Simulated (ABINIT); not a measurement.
# A GW chain in ABINIT: CsAuBr3 (I4/mmm), part 2 of 3

Wanted: ground state, empty states, screening and self-energy for CsAuBr3 (I4/mmm).

ABINIT 10.8.3; LDA and many-body steps on it, plane waves. Known limits of the many-body steps: not at the basis limit; d shell near the gap, gap tends to lie low; no spin-orbit coupling; coarse k mesh.

So far. Step 2 (Ground state): The gap is direct, at (-0.250, 0.250, 0.250).

## (3) Bands along the symmetry lines

Level of this step: DFT, LDA, plane waves, norm-conserving pseudopotentials (ABINIT).

Levels along a band path, at the cheap level, show where the edges lie and whether the meshes to come will hold them.

run.abi reads:

```
acell 3*1.0 Angstrom
rprim 
  -3.879600000000 3.879600000000 5.653950000000
  3.879600000000 -3.879600000000 5.653950000000
  3.879600000000 3.879600000000 -5.653950000000
ntypat 3
znucl 55 79 35
natom 10
typat 1 1 2 2 3 3 3 3 3 3
xred 
  0.750000000000 0.250000000000 0.500000000000
  0.250000000000 0.750000000000 0.500000000000
  0.000000000000 0.000000000000 0.000000000000
  0.500000000000 0.500000000000 0.000000000000
  0.222000000000 0.222000000000 0.444000000000
  0.222000000000 0.778000000000 0.000000000000
  0.778000000000 0.778000000000 0.556000000000
  0.778000000000 0.222000000000 0.000000000000
  0.712200000000 0.712200000000 0.000000000000
  0.287800000000 0.287800000000 0.000000000000
pp_dirpath "pseudos"
pseudos "Cs.upf, Au.upf, Br.upf"
ecut 28
iscf -2
irdden 1
kptopt 0
nkpt 31
kpt 
  0.00000000 0.00000000 0.00000000
  0.00000000 0.00000000 0.16666667
  0.00000000 0.00000000 0.33333333
  0.00000000 0.00000000 0.50000000
  0.08333333 0.08333333 0.41666667
  0.16666667 0.16666667 0.33333333
  0.25000000 0.25000000 0.25000000
  0.16666667 0.33333333 0.16666667
  0.08333333 0.41666667 0.08333333
  0.00000000 0.50000000 0.00000000
  0.00000000 0.33333333 0.00000000
  0.00000000 0.16666667 0.00000000
  0.00000000 0.00000000 0.00000000
  0.16666667 0.16666667 -0.16666667
  0.33333333 0.33333333 -0.33333333
  0.50000000 0.50000000 -0.50000000
  0.45590303 0.54409697 -0.45590303
  0.41180605 0.58819395 -0.41180605
  0.36770908 0.63229092 -0.36770908
  -0.36770908 0.36770908 0.36770908
  -0.24513939 0.24513939 0.24513939
  -0.12256969 0.12256969 0.12256969
  0.00000000 0.00000000 0.00000000
  0.00000000 0.00000000 0.50000000
  -0.07847272 0.07847272 0.50000000
  -0.15694545 0.15694545 0.50000000
  -0.23541817 0.23541817 0.50000000
  0.50000000 0.50000000 -0.23541817
  0.50000000 0.50000000 -0.32361211
  0.50000000 0.50000000 -0.41180606
  0.50000000 0.50000000 -0.50000000
istwfk *1
nband 56
nbdbuf 2
tolwfr 1e-08
nstep 40
prtwf 0
prtvol 0
indata_prefix "in"
outdata_prefix "out"
tmpdata_prefix "tmp"
```

Launch:

```bash
> OMP_NUM_THREADS=1 mpirun -n 4 abinit run.abi > log
```

Numbers of over 12 decimals in the logs are rounded to 6 here.

Output:

```text
.Version 10.8.3 of ABINIT. v10.8.2 released Aug 2026.

 Symmetries : space group I4/m m m (#139); Bravais tI (body-center tetrag.)
[... echo of the input left out ...]
== DATASET  1 ==================================================================
-   mpi_nproc: 4, omp_nthreads: 1 (-1 if OMP is not activated)

--- !DatasetInfo
iteration_state: {dtset: 1, }
dimensions: {natom: 10, nkpt: 31, mband: 56, nsppol: 1, nspinor: 1, nspden: 1, mpw: 16300, }
cutoff_energies: {ecut:  28.0, pawecutdg:  -1.0, }
electrons: {nelect:   9.80000000E+01, charge:   0.00000000E+00, occopt:   1.00000000E+00, tsmear:   1.00000000E-02, }

 Real(R)+Recip(G) space primitive vectors, cartesian coordinates (Bohr,Bohr^-1):
 R(1)= -7.3313815  7.3313815 10.6844170  G(1)=  0.0000000  0.0682000  0.0467971
 R(2)=  7.3313815 -7.3313815 10.6844170  G(2)=  0.0682000  0.0000000  0.0467971
 R(3)=  7.3313815  7.3313815-10.6844170  G(3)=  0.0682000  0.0682000  0.0000000
 Unit cell volume ucvol=  2.2971135E+03 bohr^3
 Angles (23,13,12)=  1.20998783E+02  1.20998783E+02  8.82785913E+01 degrees

 getcut: wavevector=  0.0000  0.0000  0.0000  ngfft=  72  72  72
         ecut(hartree)=     28.000   => boxcut(ratio)=   2.03066

--- Pseudopotential description ------------------------------------------------
- Cs Generated using ONCVPSP code by D. R. Hamann
- 55.00000   9.00000  201201                  znucl, zion, pspdat
12 -1012 3 -1 2328                            pspcod,pspxc,lmax,lloc,mmax
     nproj     2     2     2     2
  pspatm : epsatm=   21.68725381
         --- l  ekb(1:nproj) -->
             0    6.247599    0.778427
             1    6.343167    0.797067
             2    3.778962    0.917083
[...]
pspatm: atomic psp has been read  and splines computed

- Au Generated using ONCVPSP code by D. R. Hamann
- 79.00000  19.00000  180309                  znucl, zion, pspdat
12 -1012 3 -1 1324                            pspcod,pspxc,lmax,lloc,mmax
     nproj     2     2     2     1
  pspatm : epsatm=   32.25374102
         --- l  ekb(1:nproj) -->
[...]
3    1.195209
 pspatm: atomic psp has been read  and splines computed

- Br Generated using ONCVPSP code by D. R. Hamann
- 35.00000   7.00000  180309                  znucl, zion, pspdat
12 -1012 2 -1 1084                            pspcod,pspxc,lmax,lloc,mmax
     nproj     2     2     2     0
  pspatm : epsatm=   10.24179696
         --- l  ekb(1:nproj) -->
[...]
pspatm: atomic psp has been read  and splines computed

--------------------------------------------------------------------------------

================================================================================
 prteigrs : about to open file out_EIG
 Non-SCF case, kpt    1 (  0.00000  0.00000  0.00000), residuals and eigenvalues=
  4.38E-09  6.57E-09  2.34E-09  9.16E-09  4.10E-09  7.14E-09  5.67E-09  6.64E-09
[...]
5.2385E-02  1.3660E-01  2.3083E-01  2.6820E-01  2.8449E-01  2.8979E-01
  2.9207E-01  2.9207E-01

--- !ResultsGS
iteration_state: {dtset: 1, }
comment   : Summary of ground state results
lattice_vectors:
- [ -7.3313815,   7.3313815,  10.6844170, ]
- [  7.3313815,  -7.3313815,  10.6844170, ]
- [  7.3313815,   7.3313815, -10.6844170, ]
lattice_lengths: [  14.88809,   14.88809,   14.88809, ]
lattice_angles: [120.999, 120.999,  88.279, ] # degrees, (23, 13, 12)
lattice_volume:   2.2971135E+03
convergence: {deltae:  0.000E+00, res2:  0.000E+00, residm:  9.998E-09, diffor:  0.000E+00, }
etotal    :  -4.36993064E+02
entropy   :   0.00000000E+00
fermie    :   7.11958228E-02
cartesian_stress_tensor: null
pressure_GPa: null
xred      :
- [  7.5000E-01,   2.5000E-01,   5.0000E-01, Cs]
- [  2.5000E-01,   7.5000E-01,   5.0000E-01, Cs]
- [  0.0000E+00,   0.0000E+00,   0.0000E+00, Au]
- [  5.0000E-01,   5.0000E-01,  -3.5787E-18, Au]
- [  2.2200E-01,   2.2200E-01,   4.4400E-01, Br]
- [  2.2200E-01,   7.7800E-01,   1.6069E-18, Br]
- [  7.7800E-01,   7.7800E-01,   5.5600E-01, Br]
- [  7.7800E-01,   2.2200E-01,  -1.3827E-17, Br]
- [  7.1220E-01,   7.1220E-01,  -5.0974E-18, Br]
- [  2.8780E-01,   2.8780E-01,  -2.0599E-18, Br]
cartesian_forces: null
force_length_stats: {min: null, max: null, mean: null, }

 Integrated electronic density in atomic spheres:
 ------------------------------------------------
 Atom  Sphere_radius  Integrated_density
[...]
================================================================================

 ----iterations are completed or convergence reached----

 Mean square residual over all n,k,spin=   69.299E-10; max=  99.976E-10
 reduced coordinates (array xred) for   10 atoms
[...]
0.712200000000      0.712200000000     -0.000000000000
       0.287800000000      0.287800000000     -0.000000000000

 cartesian coordinates (angstrom) at end:
    1      0.000000     3.879600     2.826975
    2      3.879600     0.000000     2.826975
    3      0.000000     0.000000     0.000000
[...]
9      0.000000    -0.000000     8.053486
   10     -0.000000     0.000000     3.254414
 length scales=  1.889726125908  1.889726125908  1.889726125908 bohr
              =  1.000000000000  1.000000000000  1.000000000000 angstroms
 prteigrs : about to open file out_EIG
 Eigenvalues (hartree) for nkpt=  31  k points:
 kpt#   1, nband= 56, wtk=  1.00000, kpt=  0.0000  0.0000  0.0000 (reduced coord)
[...]
kpt#   2, nband= 56, wtk=  1.00000, kpt=  0.0000  0.0000  0.1667 (reduced coord)
[...]
kpt#   3, nband= 56, wtk=  1.00000, kpt=  0.0000  0.0000  0.3333 (reduced coord)
[...]
kpt#  30, nband= 56, wtk=  1.00000, kpt=  0.5000  0.5000 -0.4118 (reduced coord)
[...]
kpt#  31, nband= 56, wtk=  1.00000, kpt=  0.5000  0.5000 -0.5000 (reduced coord)
[...]
0.01995    0.02075    0.02639    0.02639    0.03498    0.03498    0.05186    0.05186
   0.05238    0.13660    0.23083    0.26820    0.28449    0.28979    0.29207    0.29207

== END DATASET(S) ==============================================================
================================================================================

 -outvars: echo values of variables after computation  --------
            nband          56
             nkpt          31
          spgroup         139
 [... the other variables as echoed above ...]

 Calculation completed.
```

Elapsed: 6.7 min, on 4 MPI ranks of Arm Neoverse V1, shared host; peak memory 0.86 GiB; 27 min of CPU time.

This step gave:

```yaml
gap: 0.8841 eV
k_of_the_valence_top: -0.2451, 0.2451, 0.2451
k_of_the_conduction_bottom: -0.2451, 0.2451, 0.2451
least_direct_gap: 0.8841 eV
```

The gap is 0.884 eV, −0.010 eV from the run before at this level.

The electronic bands at the labelled points (eV, zero at the top of the highest filled band):

```
     point  band 46  band 47  band 48  band 49  band 50  band 51  band 52  band 53
         Γ    -0.71    -0.51    -0.38    -0.38     1.77     2.89     4.25     4.81
         X    -0.90    -0.72    -0.64    -0.41     1.88     4.41     5.56     5.71
         P    -0.93    -0.72    -0.62    -0.62     1.70     4.19     5.11     6.09
         N    -0.74    -0.72    -0.52    -0.06     0.89     3.60     3.83     5.39
         Γ    -0.71    -0.51    -0.38    -0.38     1.77     2.89     4.25     4.81
         M    -1.00    -0.54    -0.54    -0.52     1.77     4.33     5.35     5.79
         S    -0.65    -0.58    -0.54    -0.52     1.31     4.44     4.54     5.67
jump to S0    -0.65    -0.58    -0.54    -0.52     1.31     4.44     4.54     5.67
         Γ    -0.71    -0.51    -0.38    -0.38     1.77     2.89     4.25     4.81
 jump to X    -0.90    -0.72    -0.64    -0.41     1.88     4.41     5.56     5.71
         R    -0.69    -0.59    -0.51    -0.40     1.28     4.60     4.70     5.97
 jump to G    -0.69    -0.59    -0.51    -0.40     1.28     4.60     4.70     5.97
         M    -1.00    -0.54    -0.54    -0.52     1.77     4.33     5.35     5.79
```

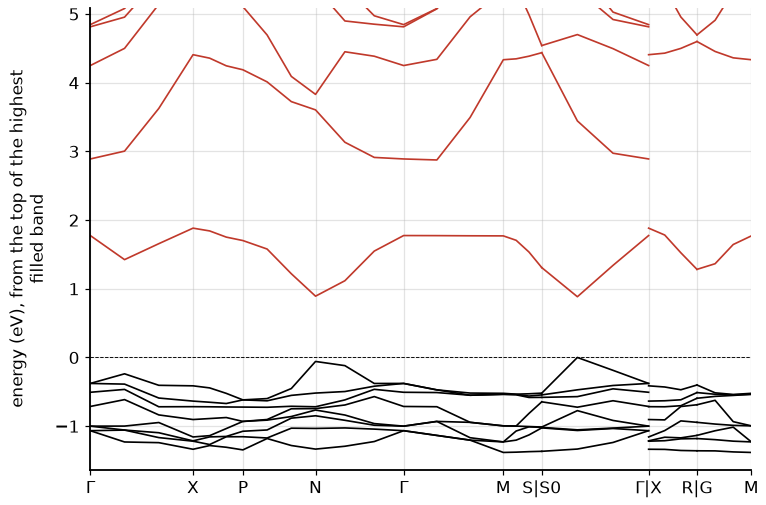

Electronic bands along the path; lines of filled and empty bands in two colours.

## (4) Empty states on the mesh, 2×2×2 mesh, 255 bands

The sums over transitions need many empty states on a uniform mesh; this step solves for them.

run.abi reads:

```
acell 3*1.0 Angstrom
rprim 
  -3.879600000000 3.879600000000 5.653950000000
  3.879600000000 -3.879600000000 5.653950000000
  3.879600000000 3.879600000000 -5.653950000000
ntypat 3
znucl 55 79 35
natom 10
typat 1 1 2 2 3 3 3 3 3 3
xred 
  0.750000000000 0.250000000000 0.500000000000
  0.250000000000 0.750000000000 0.500000000000
  0.000000000000 0.000000000000 0.000000000000
  0.500000000000 0.500000000000 0.000000000000
  0.222000000000 0.222000000000 0.444000000000
  0.222000000000 0.778000000000 0.000000000000
  0.778000000000 0.778000000000 0.556000000000
  0.778000000000 0.222000000000 0.000000000000
  0.712200000000 0.712200000000 0.000000000000
  0.287800000000 0.287800000000 0.000000000000
pp_dirpath "pseudos"
pseudos "Cs.upf, Au.upf, Br.upf"
ecut 28
ngkpt 2 2 2
nshiftk 1
shiftk 0 0 0
kptopt 1
chksymbreak 0
iscf -2
irdden 1
istwfk *1
nband 255
nbdbuf 22
tolwfr 1e-09
nstep 60
prtvol 0
indata_prefix "in"
outdata_prefix "out"
tmpdata_prefix "tmp"
```

Output:

```text
.Version 10.8.3 of ABINIT. v10.8.2 released Aug 2026.

 Symmetries : space group I4/m m m (#139); Bravais tI (body-center tetrag.)
[... echo of the input left out ...]
== DATASET  1 ==================================================================
-   mpi_nproc: 4, omp_nthreads: 1 (-1 if OMP is not activated)

--- !DatasetInfo
iteration_state: {dtset: 1, }
dimensions: {natom: 10, nkpt: 4, mband: 255, nsppol: 1, nspinor: 1, nspden: 1, mpw: 16300, }
cutoff_energies: {ecut:  28.0, pawecutdg:  -1.0, }
electrons: {nelect:   9.80000000E+01, charge:   0.00000000E+00, occopt:   1.00000000E+00, tsmear:   1.00000000E-02, }

 Real(R)+Recip(G) space primitive vectors, cartesian coordinates (Bohr,Bohr^-1):
 R(1)= -7.3313815  7.3313815 10.6844170  G(1)=  0.0000000  0.0682000  0.0467971
 R(2)=  7.3313815 -7.3313815 10.6844170  G(2)=  0.0682000  0.0000000  0.0467971
 R(3)=  7.3313815  7.3313815-10.6844170  G(3)=  0.0682000  0.0682000  0.0000000
 Unit cell volume ucvol=  2.2971135E+03 bohr^3
 Angles (23,13,12)=  1.20998783E+02  1.20998783E+02  8.82785913E+01 degrees

 getcut: wavevector=  0.0000  0.0000  0.0000  ngfft=  72  72  72
         ecut(hartree)=     28.000   => boxcut(ratio)=   2.03066

--- Pseudopotential description ------------------------------------------------
- Cs Generated using ONCVPSP code by D. R. Hamann
- 55.00000   9.00000  201201                  znucl, zion, pspdat
12 -1012 3 -1 2328                            pspcod,pspxc,lmax,lloc,mmax
     nproj     2     2     2     2
  pspatm : epsatm=   21.68725381
         --- l  ekb(1:nproj) -->
             0    6.247599    0.778427
             1    6.343167    0.797067
             2    3.778962    0.917083
[...]
pspatm: atomic psp has been read  and splines computed

- Au Generated using ONCVPSP code by D. R. Hamann
- 79.00000  19.00000  180309                  znucl, zion, pspdat
12 -1012 3 -1 1324                            pspcod,pspxc,lmax,lloc,mmax
     nproj     2     2     2     1
  pspatm : epsatm=   32.25374102
         --- l  ekb(1:nproj) -->
[...]
3    1.195209
 pspatm: atomic psp has been read  and splines computed

- Br Generated using ONCVPSP code by D. R. Hamann
- 35.00000   7.00000  180309                  znucl, zion, pspdat
12 -1012 2 -1 1084                            pspcod,pspxc,lmax,lloc,mmax
     nproj     2     2     2     0
  pspatm : epsatm=   10.24179696
         --- l  ekb(1:nproj) -->
[...]
pspatm: atomic psp has been read  and splines computed

--------------------------------------------------------------------------------

================================================================================
 prteigrs : about to open file out_EIG
 Non-SCF case, kpt    1 (  0.00000  0.00000  0.00000), residuals and eigenvalues=
  6.76E-10  9.23E-10  1.75E-10  7.63E-10  8.57E-10  2.02E-10  2.25E-10  2.86E-10
[...]
-1.9632E+00 -1.9632E+00 -6.6982E-01 -6.6951E-01 -4.6476E-01 -4.4332E-01
 -4.4332E-01 -4.4302E-01 -4.4237E-01 -4.3565E-01 -1.8753E-01 -1.8753E-01
[...]
1.3486E+00  1.3616E+00  1.3802E+00  1.3837E+00  1.3883E+00  1.3885E+00
  1.3888E+00  1.3983E+00  1.3987E+00  1.4137E+00  1.4168E+00  1.4181E+00
[...]
prteigrs : prtvol=0 or 1, do not print more k-points.

--- !ResultsGS
iteration_state: {dtset: 1, }
comment   : Summary of ground state results
lattice_vectors:
- [ -7.3313815,   7.3313815,  10.6844170, ]
- [  7.3313815,  -7.3313815,  10.6844170, ]
- [  7.3313815,   7.3313815, -10.6844170, ]
lattice_lengths: [  14.88809,   14.88809,   14.88809, ]
lattice_angles: [120.999, 120.999,  88.279, ] # degrees, (23, 13, 12)
lattice_volume:   2.2971135E+03
convergence: {deltae:  0.000E+00, res2:  0.000E+00, residm:  9.972E-10, diffor:  0.000E+00, }
etotal    :  -4.36993064E+02
entropy   :   0.00000000E+00
fermie    :   7.11958228E-02
cartesian_stress_tensor: null
pressure_GPa: null
xred      :
- [  7.5000E-01,   2.5000E-01,   5.0000E-01, Cs]
- [  2.5000E-01,   7.5000E-01,   5.0000E-01, Cs]
- [  0.0000E+00,   0.0000E+00,   0.0000E+00, Au]
- [  5.0000E-01,   5.0000E-01,  -3.5787E-18, Au]
- [  2.2200E-01,   2.2200E-01,   4.4400E-01, Br]
- [  2.2200E-01,   7.7800E-01,   1.6069E-18, Br]
- [  7.7800E-01,   7.7800E-01,   5.5600E-01, Br]
- [  7.7800E-01,   2.2200E-01,  -1.3827E-17, Br]
- [  7.1220E-01,   7.1220E-01,  -5.0974E-18, Br]
- [  2.8780E-01,   2.8780E-01,  -2.0599E-18, Br]
cartesian_forces: null
force_length_stats: {min: null, max: null, mean: null, }

 Integrated electronic density in atomic spheres:
 ------------------------------------------------
 Atom  Sphere_radius  Integrated_density
[...]
================================================================================

 ----iterations are completed or convergence reached----

 Mean square residual over all n,k,spin=   51.247E-11; max=  99.717E-11
 reduced coordinates (array xred) for   10 atoms
[...]
0.712200000000      0.712200000000     -0.000000000000
       0.287800000000      0.287800000000     -0.000000000000

 cartesian coordinates (angstrom) at end:
    1      0.000000     3.879600     2.826975
    2      3.879600     0.000000     2.826975
    3      0.000000     0.000000     0.000000
[...]
9      0.000000    -0.000000     8.053486
   10     -0.000000     0.000000     3.254414
 length scales=  1.889726125908  1.889726125908  1.889726125908 bohr
              =  1.000000000000  1.000000000000  1.000000000000 angstroms
 prteigrs : about to open file out_EIG
 Eigenvalues (hartree) for nkpt=   4  k points:
 kpt#   1, nband=255, wtk=  0.12500, kpt=  0.0000  0.0000  0.0000 (reduced coord)
[...]
1.31175    1.31906    1.32783    1.32783    1.33143    1.33195    1.33831    1.34675
   1.34860    1.36162    1.38017    1.38366    1.38833    1.38847    1.38876    1.39833
   1.39874    1.41374    1.41684    1.41810    1.42203    1.42853    1.43142
 prteigrs : prtvol=0 or 1, do not print more k-points.

== END DATASET(S) ==============================================================
================================================================================

 -outvars: echo values of variables after computation  --------
            nband         255
             nkpt           4
          spgroup         139
 [... the other variables as echoed above ...]

 Calculation completed.
```

Wall time 5.2 min (4 MPI ranks); peak memory 0.72 GiB.

This step gave:

```yaml
gap: 0.9502 eV
k_of_the_valence_top: 0.5, 0, 0
k_of_the_conduction_bottom: 0.5, 0, 0
least_direct_gap: 0.9502 eV
k_points_computed: 4
lowest_point_of_the_top_converged_band_above_the_valence_top: 33.70 eV
```

On this mesh the gap is 0.950 eV. The earlier step found 0.894 eV, so this mesh misses an edge.

## (5) Screening, 2×2×2 mesh, 233 bands, screening to 89.8 eV

The RPA dielectric matrix is built and inverted for each q.

This step: RPA screening on LDA, plane waves, norm-conserving pseudopotentials.

Edit run.abi of step 4 so:

```diff
@@ -28,10 +28,11 @@
 chksymbreak 0
-iscf -2
-irdden 1
 istwfk *1
-nband 255
-nbdbuf 22
-tolwfr 1e-09
-nstep 60
-prtvol 0
+occopt 1
+irdwfk 1
+optdriver 3
+nband 233
+ecuteps 3.3
+inclvkb 2
+awtr 1
+symchi 1
 indata_prefix "in"
```

Output:

```text
.Version 10.8.3 of ABINIT. v10.8.2 released Aug 2026.

 Symmetries : space group I4/m m m (#139); Bravais tI (body-center tetrag.)
[... echo of the input left out ...]
== DATASET  1 ==================================================================
-   mpi_nproc: 4, omp_nthreads: 1 (-1 if OMP is not activated)

--- !DatasetInfo
iteration_state: {dtset: 1, }
dimensions: {natom: 10, nkpt: 4, mband: 233, nsppol: 1, nspinor: 1, nspden: 1, mpw: 16300, }
cutoff_energies: {ecut:  28.0, pawecutdg:  -1.0, }
electrons: {nelect:   9.80000000E+01, charge:   0.00000000E+00, occopt:   1.00000000E+00, tsmear:   1.00000000E-02, }

 SCREENING: Calculation of the susceptibility and dielectric matrices

 Based on a program developped by R.W. Godby, V. Olevano, G. Onida, and L. Reining.
 Incorporated in ABINIT by V. Olevano, G.-M. Rignanese, and M. Torrent.
.Using double precision arithmetic ; gwpc =  8

[... cell and pseudopotentials left out ...]
--------------------------------------------------------------------------------

 ==== K-mesh for the wavefunctions ====
 Number of points in the irreducible wedge :     4
[... list of points left out ...]
 Together with 16 symmetry operations and time-reversal symmetry
 yields     8 points in the full Brillouin Zone.

 ==== Q-mesh for the screening function ====
 Number of points in the irreducible wedge :     4
[... list of points left out ...]
 Together with 16 symmetry operations and time-reversal symmetry
 yields     8 points in the full Brillouin Zone.

 setmesh: FFT mesh size selected  =    72x   72x   72
          total number of points  =       373248

 vcoul_init : cutoff-mode = AUXILIARY_FUNCTION
 q-points for optical limit:   1
     1)      0.000010    0.000020    0.000030

- screening: taking advantage of time-reversal symmetry
- Maximum band index for partially occupied states nbvw = 49
- Remaining bands to be divided among processors   nbcw = 184
- Number of bands treated by each node ~46

 Number of electrons calculated from density =   98.0000; Expected =   98.0000
 average of density, n =  0.042662
 r_s =    1.7754
 omega_plasma =   19.9240 [eV]

 calculating chi0 at frequencies [eV] :
  1    0.000000E+00    0.000000E+00
  2    0.000000E+00    1.992404E+01

--------------------------------------------------------------------------------
  q-point number  1        q = ( 0.000000, 0.000000, 0.000000) [r.l.u.]
--------------------------------------------------------------------------------
[... chi0 elements left out ...]
 For q-point:  0.000010 0.000020 0.000030
  dielectric constant =  21.2591
  dielectric constant without local fields =  25.7505

  Average fulfillment of the sum rule on Im[epsilon] for q-point    1 :     61.22  [%]
[... wings left out ...]
  q-point number  2        q = ( 0.500000, 0.000000, 0.000000) [r.l.u.]
--------------------------------------------------------------------------------
[... chi0 elements left out ...]
  Average fulfillment of the sum rule on Im[epsilon] for q-point    2 :     67.25  [%]

 [... 2 further q-points ...]
```

The job ended after 9.2 min (4 MPI ranks; peak memory 11 GiB).

Numbers from this step:

```yaml
eps_infinity_with_local_fields_on_this_mesh_along_the_program_s_q_direction: 21.26
the_same_without_local_fields: 25.75
plasma_frequency: 19.92 eV
plane_waves_in_the_screening_matrix: 641
```

Local fields lower ε∞ by 17 %. On a Γ-centred mesh this coarse the value itself is usually too large, while a short band sum pulls it down.

[end of part 2 of 3]

[Paths, hosts, dates, memory and timing lines, banners, echoed tables and standing remarks are left out of the program output.]

[Logs are printed without paths, hosts, clocks, repeated set-up lines and the standing remarks that a program may print on its own settings, such as how far it seeks lower states.]

[Runs of the session that timed out or met a known fault of the program may be left out.]

[Hosts, paths, dates, database ids (printed as entryN), source tags and the programs' standing remarks are cut or masked in the printed files.]

[G0W0 gaps are taken among the corrected bands and points alone; a level outside them can change the order at an edge.]

[Where Ansatz stands beside ABINIT at settings called matched, ABINIT's density can come from a denser mesh and the files from another edition; pairs whose starting gaps differed by over 0.03 eV were left out, so agreement reads better than it is.]
